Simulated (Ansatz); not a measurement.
Abstraction of F: GeHF3 + SF → GeHF2 + SF2

Species: GeHF3 `[F][GeH]([F])[F]`, singlet; SF, doublet; GeHF2 `[F][GeH][F]`, doublet; SF2 (sulfur difluoride) `FSF`, singlet. A radical takes F: the energy is the difference in strength between the Ge–F bond broken and the S–F bond made.

Shapes, held fixed at every level: PBE0-D4/def2-TZVP. Programs: Ansatz 0.2.0. The zero-point and thermal change to 298 K, harmonic and unscaled (PBE0-D4/def2-TZVP), is -3.9 kJ/mol.

| level | kind | ΔH(298 K) (kJ/mol) | less CCSD(T)/def2-TZVPP |
| --- | --- | --- | --- |
| PBE-D4/def2-TZVPP | GGA | +138.0 | -53.8 |
| BHLYP-D4/def2-TZVPP | global hybrid | +184.8 | -7.0 |
| r2SCAN0-D4/def2-TZVPP | global hybrid | +174.6 | -17.2 |
| wB97M-V/def2-TZVPP | range-separated hybrid | +158.2 | -33.6 |
| B2PLYP/def2-TZVPP | double hybrid | +174.7 | -17.1 |
| CCSD/def2-SVP | coupled cluster or CI | +223.5 | +31.7 |
| CCSD(T)/def2-TZVPP | coupled cluster or CI | +191.8 | 0.0 |

The highest level, CCSD(T)/def2-TZVPP, gives ΔH(298 K) = +191.8 kJ/mol; the levels span +138.0 to +223.5. The column of differences is taken from that level and isn't an error. No measured value is set beside it here. Open shells run unrestricted unless RO is named. Relativity is left out for Ge unless named. Correlated rows may include outer-core shells of Ge, which these sets cover unevenly.

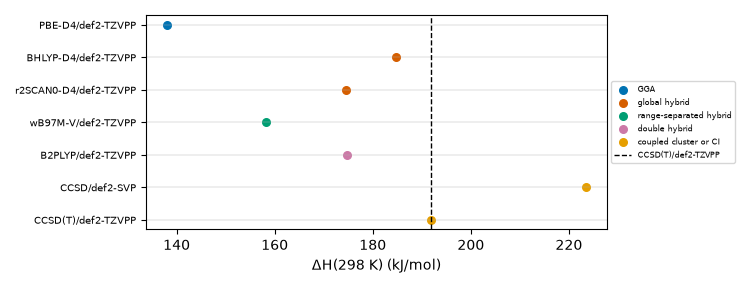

The values of the table, level by level.
